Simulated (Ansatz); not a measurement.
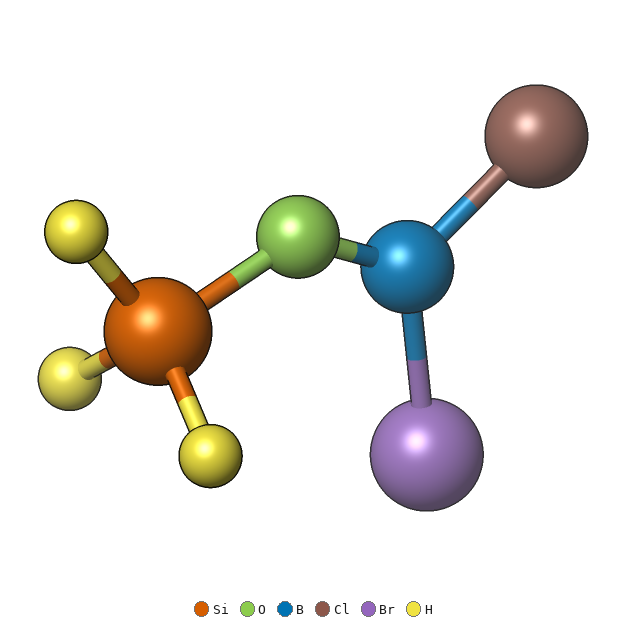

Rendered structure (ball-and-stick style).

What does the picture show?

Formula BBrClH₃OSi. SMILES: `[SiH3]OB(Cl)Br`. It has no ring. Among its groups: Si–H bond, Si–O bond. This geometry has Cs symmetry. Coordination: 1 Si tetrahedral; 1 O bent; 1 B trigonal planar.

More results for the same structure follow; atom numbers are the same in all pictures, views and colours differ. The computed structure is the end point of a PBE0-D4/def2-TZVP optimisation.

Shape

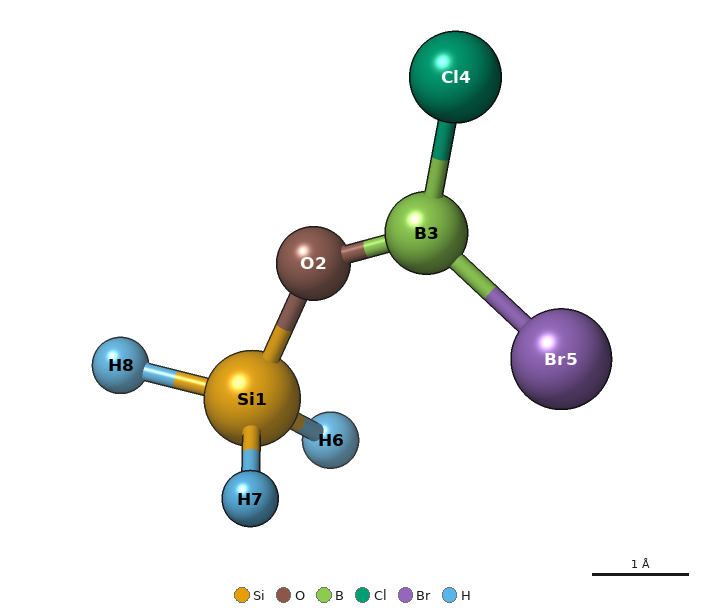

The atoms are numbered.

Which atoms are bonded, and how long are the bonds?

```csv
bond,length (Å),order
Si1–O2,1.670,single
Si1–H6,1.481,single
Si1–H7,1.481,single
Si1–H8,1.479,single
O2–B3,1.329,single
B3–Cl4,1.748,single
B3–Br5,1.932,single
```

Vibrations

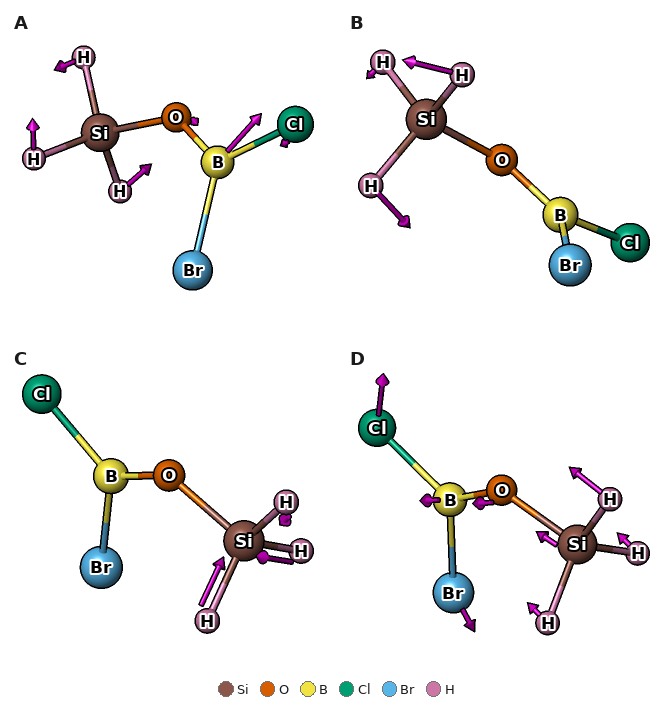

4 normal modes of one molecule or complex, as arrows. Harmonic vibrations computed with RKS PBE0-D4/def2-TZVP (Ansatz 0.2.0) at a stationary point of the same level.

**Match the panels to the wavenumbers 207 cm⁻¹, 717 cm⁻¹, 913 cm⁻¹, 2254 cm⁻¹.**

A: 913 cm⁻¹
B: 717 cm⁻¹, H–Si–O bending
C: 2254 cm⁻¹, in-phase stretching of 2 Si–H bonds
D: 207 cm⁻¹, Br–B–Cl bending

Charges

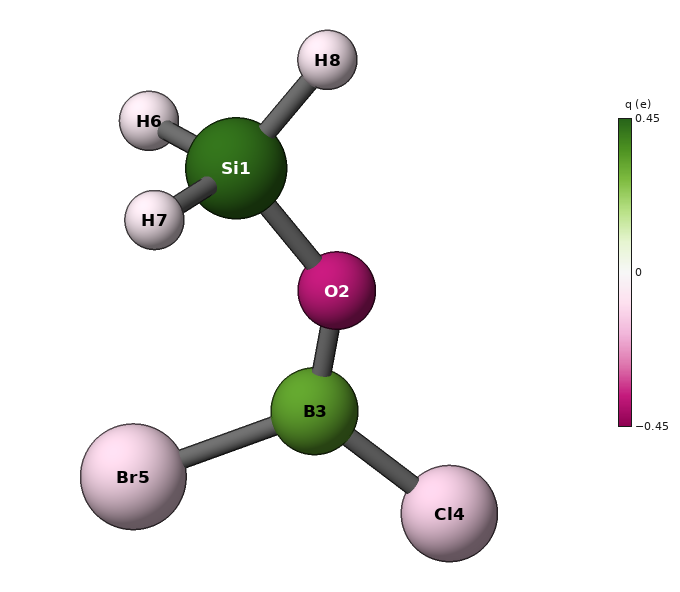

Atoms are coloured by their Mulliken charges. Properties computed with RKS r2SCAN-D4/def2-TZVPP (Ansatz 0.2.0).

**Which atom carries the highest charge (most positive or least negative)?**

Si1 (0.42 e).

**And the lowest?**

O2 (−0.36 e).

List the Mulliken charges.

```csv
atom,value (e)
Si1,0.42
O2,−0.36
B3,0.32
Cl4,−0.12
Br5,−0.10
H6,−0.05
H7,−0.05
H8,−0.06
```

Thermal motion

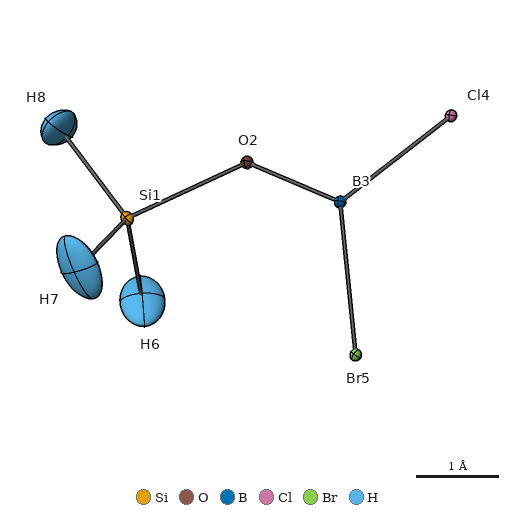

Displacement ellipsoids at the 50 % level, from the internal vibrations of the free molecule (harmonic, no overall translation or rotation; no half-axis is drawn under 0.075 Å). Vibrations computed with RKS PBE0-D4/def2-TZVP (Ansatz 0.2.0). Temperature: 0 K (zero-point motion alone).

**Which atom moves most?**

H6, H7, with U_eq = 0.0398 Å².

**Does H7 move more along its bond or across it?**

Across it: the root-mean-square amplitude is 0.091 Å along the bond and up to 0.282 Å across, since bending and torsion are softer than stretching.

Give the displacement parameters, one line for each set of equivalent atoms.

```json
{"atom": "Si1", "U_eq (Å²)": "0.0018", "rms amplitudes (Å)": "0.028, 0.029, 0.060"}
{"atom": "O2", "U_eq (Å²)": "0.0036", "rms amplitudes (Å)": "0.035, 0.050, 0.083"}
{"atom": "B3", "U_eq (Å²)": "0.0025", "rms amplitudes (Å)": "0.041, 0.045, 0.060"}
{"atom": "Cl4", "U_eq (Å²)": "0.00096", "rms amplitudes (Å)": "0.024, 0.032, 0.036"}
{"atom": "Br5", "U_eq (Å²)": "0.00039", "rms amplitudes (Å)": "0.005, 0.018, 0.028"}
{"atom": "H6, H7", "U_eq (Å²)": "0.0396", "rms amplitudes (Å)": "0.090, 0.178, 0.281"}
{"atom": "H8", "U_eq (Å²)": "0.0351", "rms amplitudes (Å)": "0.101, 0.161, 0.263"}
```

Mulliken values depend strongly on the basis set and can even reverse the polarity of a bond.
